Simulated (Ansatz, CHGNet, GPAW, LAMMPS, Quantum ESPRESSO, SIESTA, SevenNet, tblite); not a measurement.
# Codes compared on glassy 40SiO2-28Al2O3-16Li2O-16SrO (mol %) (85 atoms)

Aim: run glassy 40SiO2-28Al2O3-16Li2O-16SrO (mol %) (85 atoms) in several programs and set results and cost side by side. A plane-wave run serves as the reference.

Main program and level: Quantum ESPRESSO 7.5; Kohn-Sham DFT, PBE, SSSP efficiency 1.3.0 pseudopotentials, plane waves.

## (1) The structure

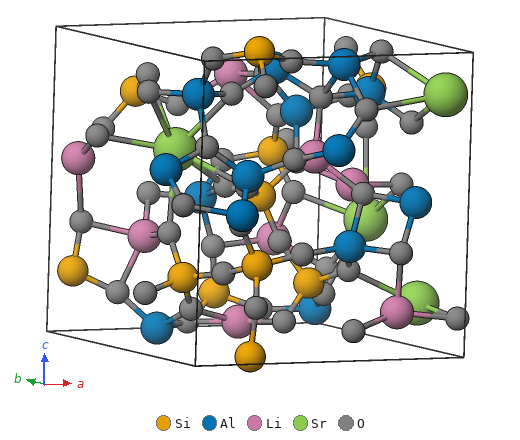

The cell as given, slightly off an axis (silicon orange, aluminium blue, lithium pink, strontium green, oxygen grey). Some periodic images of atoms are drawn too.

The cell holds 85 atoms: 10 Si, 14 Al, 8 Li, 4 Sr and 49 O. Its edges and angles: a = 9.957 Å, b = 9.957 Å, c = 9.957 Å, α = 90.0°, β = 90.0°, γ = 90.0°. 85 atoms (10 Si, 14 Al, 8 Li, 4 Sr, 49 O) placed at random at 3.11 g/cm³, melted at 4000 K for 10 ps at fixed volume with the Morse and Coulomb pair potential with partial charges (Pedone, Malavasi, Menziani, Cormack and Segre, J. Phys. Chem. B 110, 11780 (2006)). Quenched from 4000 K to 300 K at 6 K/ps and fixed volume, held 5 ps, then minimised at fixed cell.

## (2) The reference run

Contents of pw.in:

```
&control
  calculation = 'scf'
  pseudo_dir = './pseudo'
  outdir = './tmp'
  disk_io = 'none'
  tprnfor = .true.
  tstress = .true.
/
&system
  ibrav = 0
  nat = 85
  ntyp = 5
  ecutwfc = 60
  ecutrho = 480
  nosym = .true.
  occupations = 'smearing'
  smearing = 'fd'
  degauss = 0.003675
/
&electrons
  conv_thr = 4.3e-07
  electron_maxstep = 100
  mixing_beta = 0.4
  mixing_mode = 'plain'
  diagonalization = 'david'
/
ATOMIC_SPECIES
Si 28.085 Si.upf
Al 26.982 Al.upf
Li 6.940 Li.upf
Sr 87.620 Sr.upf
O 15.999 O.upf
CELL_PARAMETERS angstrom
9.95650 0.00000 0.00000
0.00000 9.95650 0.00000
0.00000 0.00000 9.95650
ATOMIC_POSITIONS crystal
Si 0.04427 0.91730 0.20631
Si 0.96917 0.62312 0.81270
Si 0.34992 0.23476 0.29272
Si 0.29552 0.16497 0.00364
Si 0.56872 0.90855 0.12087
Si 0.66829 0.45665 0.20129
Si 0.73821 0.84892 0.58560
Si 0.24255 0.53581 0.22241
Si 0.26593 0.93305 0.78749
Si 0.52846 0.54697 0.48004
Al 0.03206 0.29280 0.61008
Al 0.83611 0.71196 0.08335
[... 69 atom lines left out ...]
O 0.41561 0.43671 0.52585
O 0.18704 0.28000 0.97116
O 0.09212 0.51489 0.17843
O 0.70666 0.76521 0.71492
K_POINTS gamma
```

Launch:

```
OMP_NUM_THREADS=1 mpirun -np 2 pw.x -in pw.in > output.txt
```

The program printed:

```text
Program PWSCF
     gamma-point specific algorithms are used
     Parallelization info
     sticks:   dense  smooth     PW     G-vecs:    dense   smooth      PW
     Min        6760    3384    843               591631   209173   26149
     Max        6765    3385    850               591632   209176   26150
     Sum       13525    6769   1693              1183263   418349   52299
     bravais-lattice index     =            0
     lattice parameter (alat)  =      18.8151  a.u.
     unit-cell volume          =    6660.6513 (a.u.)^3
     number of atoms/cell      =           85
     number of atomic types    =            5
     number of electrons       =       440.00
     number of Kohn-Sham states=          264
     kinetic-energy cutoff     =      60.0000  Ry
[... lines left out ...]
     scf convergence threshold =      4.3E-07
[... lines left out ...]
     number of k points=     1  Fermi-Dirac smearing, width (Ry)=  0.0037
[... lines left out ...]
     total energy              =   -3110.56031129 Ry
[... lines left out ...]
     total energy              =   -3114.97599827 Ry
[... lines left out ...]
     total energy              =   -3115.03876300 Ry
[... lines left out ...]
     total energy              =   -3115.08219388 Ry
[... lines left out ...]
     total energy              =   -3115.08219500 Ry
[... lines left out ...]
   -29.0985 -28.6488 -28.3296 -27.4823 -14.8411 -14.7363 -14.5617 -14.4675
   -14.4053 -14.0926 -14.0366 -13.9367 -13.9151 -13.7209 -13.6560 -13.4353
[...]
12.6802  12.7272  12.8192  12.8919  12.9170  12.9491  13.0094  13.0358
    13.0777  13.2281  13.2523  13.3278  13.3784  13.4303  13.4827  13.5454
     the Fermi energy is     7.3275 ev
!    total energy              =   -3115.08219510 Ry
     estimated scf accuracy    <       0.00000004 Ry
     smearing contrib. (-TS)   =      -0.00000000 Ry
     internal energy E=F+TS    =   -3115.08219510 Ry
     The total energy is F=E-TS. E is the sum of the following terms:
     one-electron contribution =    -759.15397917 Ry
     hartree contribution      =     625.07726896 Ry
     xc contribution           =    -574.29100374 Ry
     ewald contribution        =   -1455.63133461 Ry
     one-center paw contrib.   =    -951.08314655 Ry
     convergence has been achieved in  12 iterations
     negative rho (up, down):  2.643E-01 0.000E+00
     Forces acting on atoms (cartesian axes, Ry/au):
     atom    1 type  1   force =     0.02962554   -0.01121489   -0.01704541
     atom    2 type  1   force =    -0.03540385   -0.01741240   -0.01915599
     atom    3 type  1   force =     0.00608008    0.04595864   -0.03860596
[...]
atom   84 type  5   force =    -0.10334643   -0.03885956   -0.02343881
     atom   85 type  5   force =    -0.01569023   -0.00305498    0.08887081
     Total force =     0.482231     Total SCF correction =     0.000428
     Computing stress (Cartesian axis) and pressure
     negative rho (up, down):  2.643E-01 0.000E+00
          total   stress  (Ry/bohr**3)                   (kbar)     P=       77.94
   0.00064500   0.00002079   0.00004524           94.88        3.06        6.66
   0.00002079   0.00049229   0.00003038            3.06       72.42        4.47
   0.00004524   0.00003038   0.00045225            6.66        4.47       66.53
     Message from routine punch:
     Nothing written, as per user request (disk_io='none')
```

It took 5.9 min on 2 MPI ranks of Arm Neoverse V1, shared host; peak memory 2.9 GiB.

Banners, paths, timers and routine set-up lines are dropped from the logs unmarked, and long logs keep their key lines alone; longer cuts are marked.

Numbers from this run:

| Quantity | Value |
| --- | --- |
| r.m.s. force component | 0.7764 eV/Å |
| longest force | 3.004 eV/Å |
| pressure | 7.794 GPa |
| gap (highest filled to lowest empty level) | 3.648 eV |

## (3) Structure statistics

g(r), total and by pair (bins of 0.2 Å):

```
r (Å)  total   O-O  O-Al  O-Si  O-Li  O-Sr  Al-Al
 1.50   0.53  0.00  0.00  3.90  0.00  0.00   0.00
 1.70   2.78  0.00  8.59  8.47  0.00  0.00   0.00
 1.90   0.81  0.00  2.00  0.00  3.94  0.00   0.00
 2.10   0.35  0.00  0.13  0.00  3.01  0.00   0.00
 2.30   0.10  0.00  0.11  0.00  0.77  0.00   0.00
 2.50   0.66  1.21  0.00  0.00  0.50  1.90   0.60
 2.70   1.56  3.48  0.08  0.00  0.28  3.31   0.54
 2.90   1.09  1.76  0.33  0.00  0.70  0.98   2.38
 3.10   1.25  1.52  0.53  0.50  1.05  0.66   2.93
 3.30   1.12  1.09  0.89  0.89  0.81  0.74   1.50
 3.50   0.92  0.69  1.39  0.86  0.99  1.14   0.33
 3.70   0.97  0.67  1.21  1.76  0.94  0.73   0.28
 3.90   0.96  0.38  1.40  1.25  1.18  1.56   1.33
 4.10   1.03  0.43  1.50  2.02  1.08  0.47   1.19
 4.30   1.10  0.59  1.98  1.44  1.50  0.75   0.43
 4.50   1.00  0.73  1.17  1.40  1.34  1.39   1.19
 4.70   0.90  1.14  0.57  0.84  0.77  0.82   1.09
 4.90   1.11  1.76  0.65  0.37  0.99  1.50   0.84
```

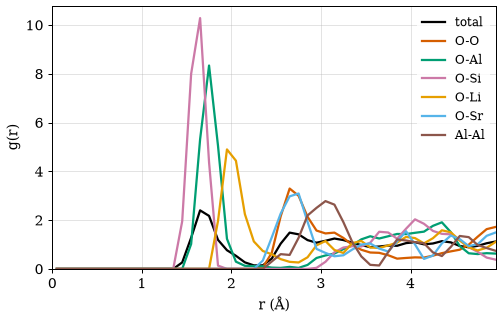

Pair distribution functions, lightly smoothed.

Bonds by pair of elements; cutoffs follow the first minimum of g(r), held within bounds set by covalent radii, and pairs that aren't listed don't count as bonded:

```
pair A-B  cutoff (Å)  bonds  mean length (Å)  spread (Å)  shortest (Å)  B about A  A about B
    O-Al        2.23     58             1.77       0.077          1.66       1.18       4.14
    O-Si        2.08     40             1.61        0.03          1.54      0.816          4
    O-Li        2.58     35             2.08       0.158          1.90      0.714       4.38
    O-Sr        3.18     25             2.71       0.163          2.41       0.51       6.25
```

How many atoms have how many bonded neighbours:

```
element  mean  2   3   4  5  6  7
     Al  4.14  0   0  12  2  0  0
     Li  4.38  0   1   3  4  0  0
      O  3.22  6  27  15  1  0  0
     Si     4  0   0  10  0  0  0
     Sr  6.25  0   0   0  1  1  2
```

Oxygen atoms by the number of network formers (Si, P, Ge, B, Al, As, Ga) bound to them:

```
network formers bound to O  O atoms  per cent
                         0        0         0
                         1        6      12.2
                         2       37      75.5
                         3        6      12.2
```

Network units: each former by its oxygen neighbours and how many of them bridge to another former:

```
former  O neighbours  bridging O  atoms
    Si             4           2      1
    Si             4           3      3
    Si             4           4      6
    Al             4           3      1
    Al             4           4     11
    Al             5           5      2
```

Rings of the network by King's shortest-path rule, up to 12 atoms, one path for each pair of neighbours; H, halogens, alkali and alkaline-earth atoms are left out, and the last column divides by all other atoms, bonded or not:

```
ring size (atoms)  rings  per network atom
                4      2             0.027
                6      2             0.027
                8      8              0.11
               10     14             0.192
               12     13             0.178
```

## (4) The ladder

The programs:
- CHGNet: machine-learned potential, published weights.
- GPAW 26.7.0: PAW with atomic orbitals (LCAO), plane waves or a real-space grid of spacing h.
- Quantum ESPRESSO 7.5: plane waves; labels (QE) give functional, pseudopotential set and cutoffs of waves/density.
- SIESTA 5.4.2: numerical atomic orbitals, whose automatically made sets are far from complete, with PseudoDojo norm-conserving potentials that we converted to its format (checked against plane waves on the same files for H, C, O, Si, Ge and Ca alone); labels give functional, basis size, energy shift and mesh cutoff.
- SevenNet: machine-learned potential, published weights.
- tblite 0.8.0: extended tight binding, driven from Python.

All use the same cell and atoms; the electronic-structure runs use the same k-mesh, and an electronic temperature of 580 K (0.05 eV) where levels are smeared.

Differences are against the plane-wave reference, forces as r.m.s. over components; share is that over the reference's r.m.s. force, slope the least-squares factor from reference forces to these. Total energies of different programs have different zeros and aren't compared.

```
                                                 run  Δ force, r.m.s. (meV/Å)  share (%)  slope  Δ pressure (GPa)  Δ gap (eV)  cores  CPU time  memory (GiB)
                                           reference                        -          -      -                 -           -      2    12 min           2.9
                              CHGNet 0.3.0 potential                      100       12.9  0.934            -0.402           -      1     5.3 s           1.4
                             CHGNet r2SCAN potential                      273       35.1  0.672             -5.59           -      1     4.7 s           1.4
                        GPAW PBE, LCAO dzp, h 0.18 Å                      271       34.9  1.288                 -      -0.103      1     6 min           1.8
           GPAW PBE, LCAO sz(dzp), h 0.18 Å (coarse)                     1032        133  1.906                 -      -0.686      1      92 s           1.3
                     GPAW revPBE, LCAO dzp, h 0.18 Å                      299       38.5  1.319                 -        0.03      1     6 min           1.8
     QE PBE+D3(BJ), sssp-1.3.0-efficiency, 60/480 Ry                     6.75      0.869  1.000             -2.62           0      2    12 min           2.9
 SIESTA PBE, DZ, shift 0.01 Ry, mesh 500 Ry (coarse)                      829        107  1.772              10.8      -0.476      2   3.2 min           1.6
SIESTA PBE, DZP, shift 0.01 Ry, mesh 150 Ry (coarse)                      277       35.7  1.259              3.93      -0.301      2   2.1 min           0.9
         SIESTA PBE, DZP, shift 0.01 Ry, mesh 500 Ry                      277       35.7  1.260              3.94      -0.301      2   9.3 min           2.7
                                SevenNet 0 potential                     60.0       7.73  0.963            -0.447           -      1      10 s           1.0
                                     tblite GFN1-xTB                      677       87.2  1.355             -23.6           -      1     7.9 s          0.12
```

Rows marked coarse were listed beforehand as settings not expected to be converged; some can still land near the reference.

Times of the machine-learned potentials are mostly Python's start and the loading of weights.

CPU time is summed over cores on a shared host, where runs went side by side, so it is rough. Symmetry, cutoffs, thresholds, outputs and thread counts weren't matched or tuned between programs; memory under MPI is the largest rank's times the ranks.

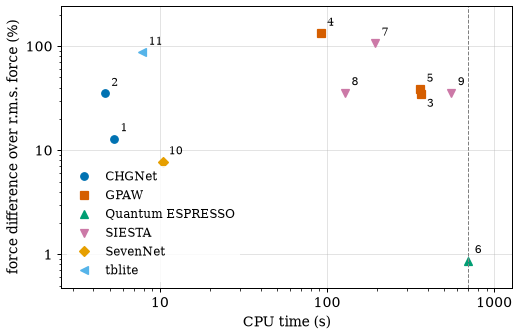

Force difference against CPU time; the dashed line marks the reference's time. Points: 1 CHGNet 0.3.0 potential; 2 CHGNet r2SCAN potential; 3 GPAW PBE, LCAO dzp, h 0.18 Å; 4 GPAW PBE, LCAO sz(dzp), h 0.18 Å; 5 GPAW revPBE, LCAO dzp, h 0.18 Å; 6 QE PBE+D3(BJ), sssp-1.3.0-efficiency, 60/480 Ry; 7 SIESTA PBE, DZ, shift 0.01 Ry, mesh 500 Ry; 8 SIESTA PBE, DZP, shift 0.01 Ry, mesh 150 Ry; 9 SIESTA PBE, DZP, shift 0.01 Ry, mesh 500 Ry; 10 SevenNet 0 potential; 11 tblite GFN1-xTB.

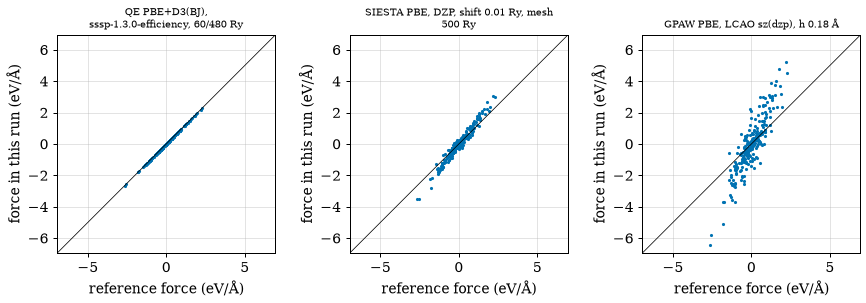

Force components against those of the reference; the line marks equality.

Within one program, basis, potentials and functional, energies share a zero. Each run against its twin at the usual cutoff or grid and solver:

```
                                        run                             twin  Δ energy (meV/atom)  Δ force, r.m.s. (meV/Å)  CPU time over the twin's
SIESTA PBE, DZP, shift 0.01 Ry, mesh 150 Ry  DZP, shift 0.01 Ry, mesh 500 Ry                 2.44                     18.7                      0.23
```

## (5) What came out

| Quantity | Value |
| --- | --- |
| reference r.m.s. force component | 0.776 eV/Å |
| nearest in forces | QE PBE+D3(BJ), sssp-1.3.0-efficiency, 60/480 Ry, 0.87 % |
| farthest in forces | GPAW PBE, LCAO sz(dzp), h 0.18 Å (coarse), 133 % |
| cheapest electronic-structure run beside the reference | tblite GFN1-xTB, 7.9 s of CPU time |

What this shows: The PBE runs in local orbitals, coarse settings apart, differ by 35 % (GPAW PBE, LCAO dzp, h 0.18 Å) to 36 % (SIESTA PBE, DZP, shift 0.01 Ry, mesh 500 Ry); basis, grid and potentials can all enter. Tight binding differs by 87 % (tblite GFN1-xTB); it is another model, with fitted parameters of its own, and the xTB methods hold dispersion. Machine-learned potentials differ by 7.7 % (SevenNet 0 potential) to 35 % (CHGNet r2SCAN potential); they were trained on other programs' data, some at another functional. In the reference's own program, potentials and cutoffs, a change of model alone moves forces by 0.87 % (QE PBE+D3(BJ), sssp-1.3.0-efficiency, 60/480 Ry). Other rows with another functional or a dispersion term differ by 39 % (GPAW revPBE, LCAO dzp, h 0.18 Å), which mixes the change of model with differences of basis and potentials. Runs with settings chosen to be coarse differ by 36 % (SIESTA PBE, DZP, shift 0.01 Ry, mesh 150 Ry) to 133 % (GPAW PBE, LCAO sz(dzp), h 0.18 Å), their programs' other errors included. Of the electronic-structure runs that take under half the reference's CPU time, SIESTA PBE, DZP, shift 0.01 Ry, mesh 150 Ry comes nearest, at 36 % in 2.1 min against 12 min; its pressure misses by +3.9 GPa. GPAW PBE, LCAO dzp, h 0.18 Å stiffens the forces by a factor of 1.29 while following their directions (correlation 0.989); the difference isn't even, but is largest on one element. At the same functional, gaps differ from the reference's 3.65 eV by between -0.69 and -0.10 eV. In pressure, SIESTA PBE, DZ, shift 0.01 Ry, mesh 500 Ry misses by +10.8 GPa, at the same functional. In the reference: filled and empty levels are parted by 3.65 eV (on the run's k-points); a semilocal functional tends to put such gaps too low. In a disordered cell it changes from sample to sample, and tail or defect levels can set it. In the reference: first main peaks of g(r), for some of the pairs, lie near 2.7 Å (O-O), 1.8 Å (O-Al), 1.6 Å (O-Si), 2.0 Å (O-Li), 2.7 Å (O-Sr) and 3.0 Å (Al-Al). Periodic xTB results under one method name differ between programs and library versions. The potentials hold different valence shells: 440 electrons in the reference, 424 in GPAW; this bears on time and differences. The reference's pressure holds the uncorrected Pulay stress of its 60 Ry basis, so small pressure differences, and their order, may be the reference's own error. Machine-learned potentials mimic data converged in k, so the reference's own k-point error enters their differences. The quench rate of 6 K/ps is many orders above laboratory rates, so the cell is likely richer in defects and strain than a real sample. The network of bonds at the start is that of the classical potential that made the cell, and needn't be the one that DFT or experiment would give. The reference's pressure of 7.8 GPa belongs to a cell and atoms that aren't relaxed at this level. The electronic-structure runs sample only Γ, in a cell whose shortest periodic width is 10 Å.

[Also dropped from logs without a mark: logging warnings of Python, and SIESTA's first energy breakdown and zero terms.]

[Logs are printed without paths, hosts, clocks, repeated set-up lines and the standing remarks that a program may print on its own settings, such as how far it seeks lower states.]

[Hosts, paths, dates, database ids (printed as entryN), source tags and the programs' standing remarks are cut or masked in the printed files.]
